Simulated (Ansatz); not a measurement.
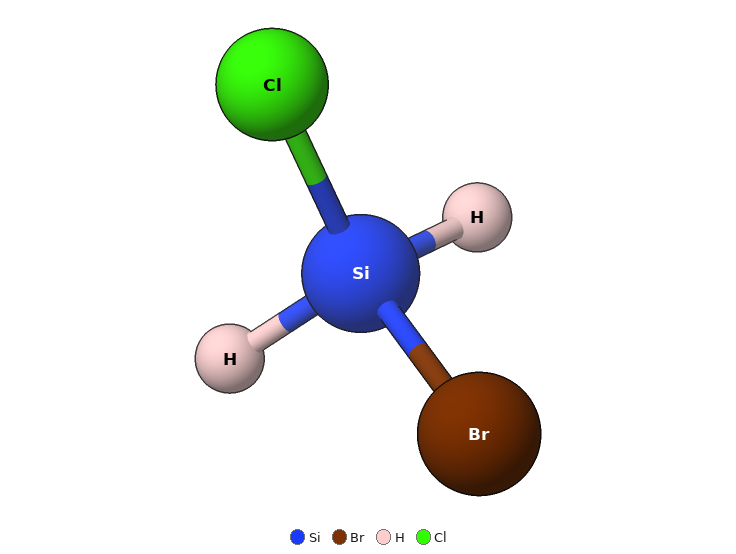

Ball-and-stick drawing of a structure.

Give the formula.

Answer. BrClH2Si, 5 atoms: 1 bromine, 1 chlorine, 2 hydrogen and 1 silicon.

How many atoms are distinct by symmetry?

Answer. 4: 1 Si, 1 Br, 2 H, 1 Cl.

How many bonds of each kind are drawn?

Answer. 2 Si–H, 1 Br–Si, 1 Cl–Si. Sticks follow a distance rule.

Which point group does it belong to?

Answer. Cs.

The parts below concern this one geometry. Atoms keep their numbers from picture to picture. The geometry was computed by an optimisation with PBE0-D4/def2-TZVP.

## Geometry

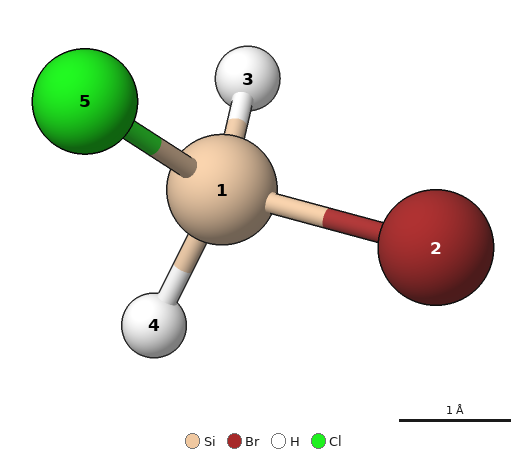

The atoms are numbered.

Give these bond angles: Br2–Si1–H3, Br2–Si1–Cl5, H3–Si1–H4, H3–Si1–Cl5.

```json
{"angle": "Br2–Si1–H3", "degrees": "108.3"}
{"angle": "Br2–Si1–Cl5", "degrees": "110.4"}
{"angle": "H3–Si1–H4", "degrees": "112.6"}
{"angle": "H3–Si1–Cl5", "degrees": "108.5"}
```

## Dipole moment

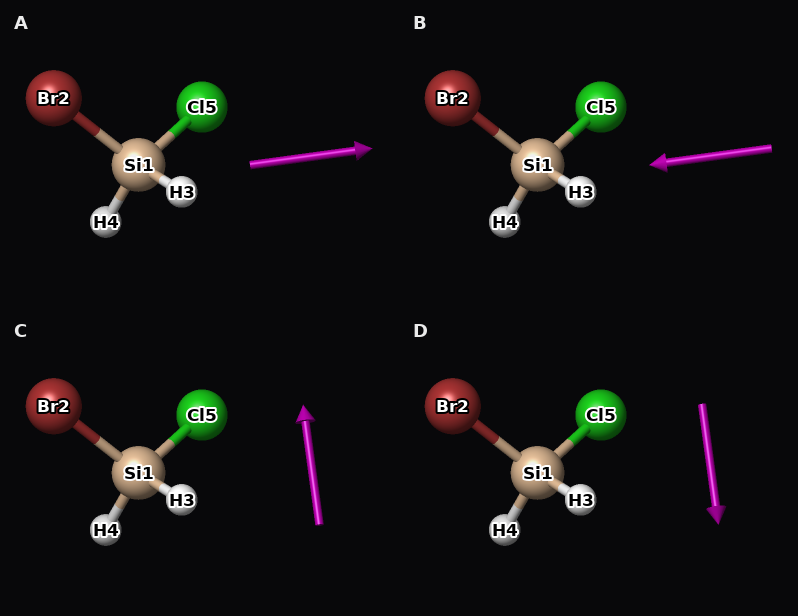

The same molecule four times, each with an arrow. Method: RKS PBE0-D4/def2-TZVP (Ansatz 0.2.0).

Which arrow points along the dipole moment, from the negative to the positive end?

Answer. D. The dipole moment is 1.12 D; it points from the side of Br2, Cl5 to the side of H3, H4 (the outermost atoms at the two ends).

## Electronic properties

Method: RKS PBE0-D4/def2-TZVPP (Ansatz 0.2.0).

Estimate the LUMO energy (Kohn–Sham orbital).

Answer. −0.33 eV.

What is the HOMO energy (Kohn–Sham orbital)?

Answer. −8.70 eV.

## Thermal motion

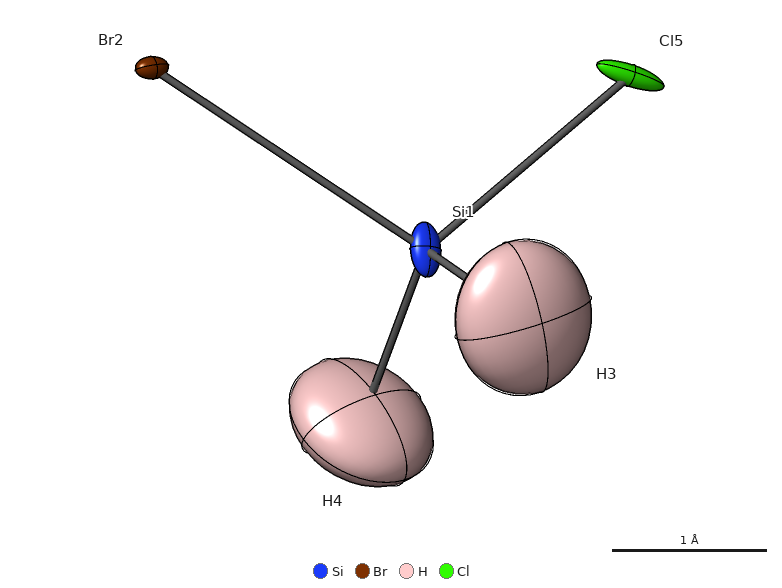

Displacement ellipsoids at the 50 % level, enlarged 2 times, from the internal vibrations of the free molecule (harmonic, no overall translation or rotation; no half-axis is drawn under 0.075 Å). Vibrations computed with RKS PBE0-D4/def2-TZVP (Ansatz 0.2.0). Temperature: 400 K.

Which atom has the largest mean-square displacement?

Answer. H3, H4, with U_eq = 0.0201 Å².

Does H4 move more along its bond or across it?

Answer. Across it: the root-mean-square amplitude is 0.091 Å along the bond and up to 0.166 Å across, since bending and torsion are softer than stretching.

List U_eq and the three principal root-mean-square amplitudes for each kind of atom.

```json
{"atom": "Si1", "U_eq (Å²)": "0.0017", "rms amplitudes (Å)": "0.015, 0.035, 0.060"}
{"atom": "Br2", "U_eq (Å²)": "0.00054", "rms amplitudes (Å)": "0.002, 0.010, 0.039"}
{"atom": "H3, H4", "U_eq (Å²)": "0.0201", "rms amplitudes (Å)": "0.089, 0.158, 0.166"}
{"atom": "Cl5", "U_eq (Å²)": "0.0022", "rms amplitudes (Å)": "0.005, 0.020, 0.079"}
```
